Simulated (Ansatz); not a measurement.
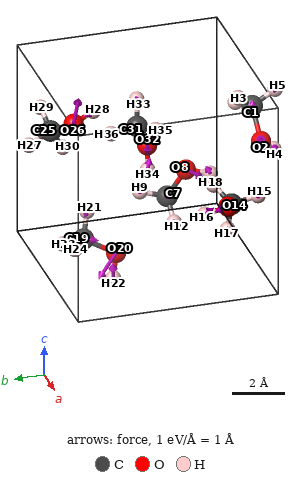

Starting geometry of an amorphous cell of composition H4CO with the computed forces as purple arrows. A ball-and-stick model of the cell of the calculation (origin shifted), seen from a free direction.

The cell holds 6 CH3OH. The run prepares the start of a later molecular dynamics calculation, from a guessed geometry.

Theory: DFT r2SCAN-D3(BJ), scalar-relativistic, plane waves, PAW in Ansatz.

The input:
```yaml
crystal:
  lattice:
    - [8.054832, 0.0, 0.0]
    - [0.0, 8.054832, 0.0]
    - [0.0, 0.0, 8.054832]
  atoms:
    - { symbol: C, position: [0.3659322, 0.2406286, 0.6123907] }
    - { symbol: O, position: [0.4306808, 0.2157751, 0.4499176] }
    - { symbol: H, position: [0.2351195, 0.2713107, 0.5967904] }
    - { symbol: H, position: [0.5473519, 0.1882767, 0.4614859] }
    - { symbol: H, position: [0.3752076, 0.1286976, 0.689362] }
    - { symbol: H, position: [0.4270727, 0.3436167, 0.6771551] }
    - { symbol: C, position: [0.4791726, 0.7007297, 0.250194] }
    - { symbol: O, position: [0.378905, 0.5764522, 0.3257528] }
    - { symbol: H, position: [0.4087837, 0.8159922, 0.2577238] }
    - { symbol: H, position: [0.4398224, 0.4727239, 0.3201297] }
    - { symbol: H, position: [0.5975951, 0.7180674, 0.3151143] }
    - { symbol: H, position: [0.5044896, 0.6740143, 0.1191044] }
    - { symbol: C, position: [0.8745192, 0.1927761, 0.8367246] }
    - { symbol: O, position: [0.7259672, 0.1638754, 0.7455947] }
    - { symbol: H, position: [0.9140113, 0.0723643, 0.8840333] }
    - { symbol: H, position: [0.6889667, 0.2700502, 0.7024672] }
    - { symbol: H, position: [0.973987, 0.2433024, 0.7586706] }
    - { symbol: H, position: [0.854861, 0.2764028, 0.9423621] }
    - { symbol: C, position: [0.5254791, 0.1339493, 0.1073344] }
    - { symbol: O, position: [0.6425797, 0.0066994, 0.071244] }
    - { symbol: H, position: [0.4626715, 0.0965111, 0.2211339] }
    - { symbol: H, position: [0.6997828, 0.0380812, -0.0299741] }
    - { symbol: H, position: [0.5851072, 0.2545106, 0.1285145] }
    - { symbol: H, position: [0.432274, 0.1477518, 0.0090417] }
    - { symbol: C, position: [0.8652119, 0.0957656, 0.3599803] }
    - { symbol: O, position: [0.7684477, -0.0489001, 0.3297129] }
    - { symbol: H, position: [0.8190906, 0.1906306, 0.2753033] }
    - { symbol: H, position: [0.8079348, -0.1348562, 0.404241] }
    - { symbol: H, position: [0.8514875, 0.1413186, 0.4875566] }
    - { symbol: H, position: [0.9974576, 0.0756976, 0.3345343] }
    - { symbol: C, position: [0.0577432, 0.7220692, 0.4228264] }
    - { symbol: O, position: [-0.0115591, 0.6505274, 0.2769273] }
    - { symbol: H, position: [-0.0300823, 0.6971933, 0.5226492] }
    - { symbol: H, position: [0.0652177, 0.6715585, 0.1865662] }
    - { symbol: H, position: [0.1775448, 0.6663741, 0.4557624] }
    - { symbol: H, position: [0.0735696, 0.8568505, 0.4117504] }
basis:
  ecutwfc: 500.0
kpoints:
  mp_grid: { grid: [1, 1, 1] }
hamiltonian:
  xc: r2scan
  dispersion: d3bj
scf:
  occupations: { method: fermi_dirac, width: 0.05 }
  lower_state_search: "off"
relax:
  f_tol: 0.3
  max_steps: 15
  adjacent_minimum: "off"
output:
  write_density: true
  write_potential: true
  elf: true
  volumetric_format: npy
```

Run as
```bash
ansatz run input.yaml --threads 1 --pin off --max-ram 3072MiB --backend cpu --events-out ev --progress --plain --runs-dir out
```

What follows when this structure is relaxed?

Answer. It isn't relaxed: the largest force vector, on O26, is 1.51 eV/Å. The final displacements follow the starting forces only in part (cosine between the two patterns 0.30). H34 moves most: 1.25 Å along [2 −2 3]. By element the largest moves are H 1.25 Å, O 1.05 Å, C 0.57 Å. The lattice vectors keep their values. Some distances before and after: O2–H4 0.970 → 0.977 Å, C19–O20 1.423 → 1.416 Å, O14–H16 0.970 → 0.964 Å, C13–O14 1.423 → 1.427 Å. Bond angles that change, for instance: C1–O2–H4 107.4° → 110.6°, O32–C31–H33 106.3° → 108.5°, C31–O32–H34 107.4° → 105.2°. After 8 accepted moves (9 points after the start) the energy has fallen by 1.471 eV per cell of the calculation. Largest force component: 1.4 eV/Å at the start, 0.23 eV/Å at the end. 1 step only repeated the SCF at the same geometry.

Limits of the set-up: the periodic images lie only 8.1 Å apart, so the values are limited by the cell's size.
